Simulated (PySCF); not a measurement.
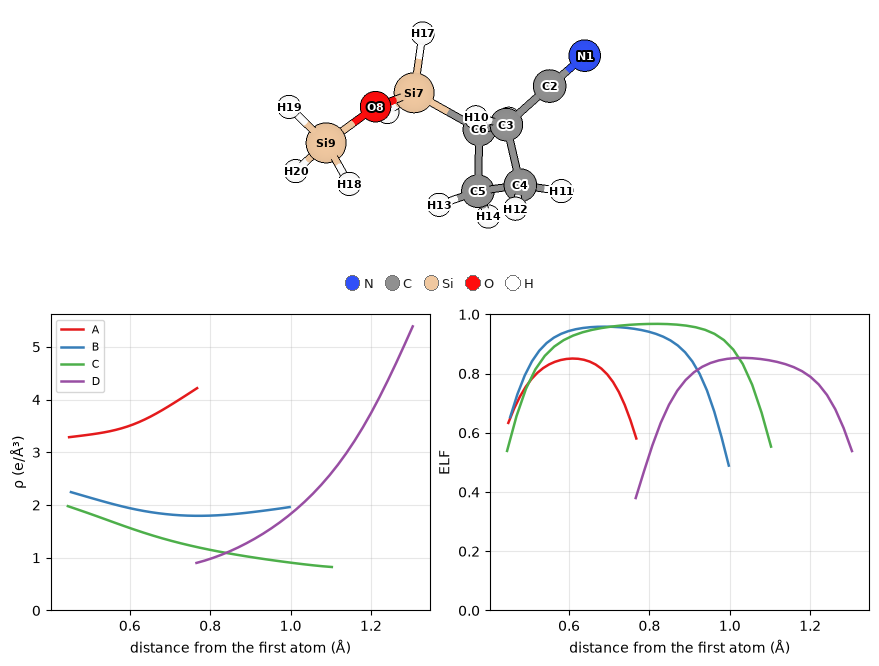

*C5H11NOSi2. Total electron density and ELF along straight lines between neighbouring atoms. The curves leave out the atomic cores. The structure is drawn too.*

Geometry: PBE0-D3(BJ)/def2-SVP.

Theory: PBE0/pcSseg-1, SCF density, gas phase, non-relativistic in PySCF 2.14.0.

The calculation's input:

```
{"job": {"kind": "nmr", "xc": "PBE0", "basis": "pcSseg-1"}, "charge": 0, "multiplicity": 1}
N     -3.115485     2.785036    -0.165265
C     -2.419571     1.860748    -0.110442
C     -1.573004     0.686265    -0.014917
C     -2.158905    -0.690078    -0.408821
C     -1.422566    -1.308218     0.790559
C     -1.269849     0.108300     1.402555
Si     0.371458     0.575894     2.183584
O      1.540706     0.351678     1.024769
Si     2.731415    -0.609211     0.391699
H     -0.635261     0.881141    -0.561534
H     -3.249805    -0.705593    -0.273329
H     -1.918285    -1.056914    -1.416842
H     -0.452988    -1.739333     0.493804
H     -1.963595    -2.053092     1.390254
H     -2.107570     0.329317     2.083840
H      0.647423    -0.305214     3.360582
H      0.385348     2.007359     2.597413
H      2.236012    -1.242716    -0.867324
H      3.928369     0.223486     0.084612
H      3.099755    -1.683072     1.364318
```

Command:

```sh
OMP_NUM_THREADS=1 python probes_run.py task.json out
```

Which curve belongs to which contact (C–C, C–N, C–Si and Si–O)? The first atom named is at distance zero.

Answer. Curve A: C–N (1.16 Å): ρ at the midpoint is about 3.5 e/Å³; the ELF peaks at about 0.85 between the atoms (a short, multiple covalent bond). Curve B: C–C (1.45 Å): ρ is about 1.8 e/Å³ halfway; the ELF peaks at about 0.95 between the atoms (localised, covalent bonding). Curve C: C–Si (1.88 Å): the density is about 0.97 e/Å³ at the midpoint; the ELF peaks at about 0.95 between the atoms; a shared electron pair. Curve D: Si–O (1.66 Å): the density is about 1.1 e/Å³ at the midpoint; the ELF peaks at about 0.85 between the atoms, as expected for a shared but strongly polarised pair.
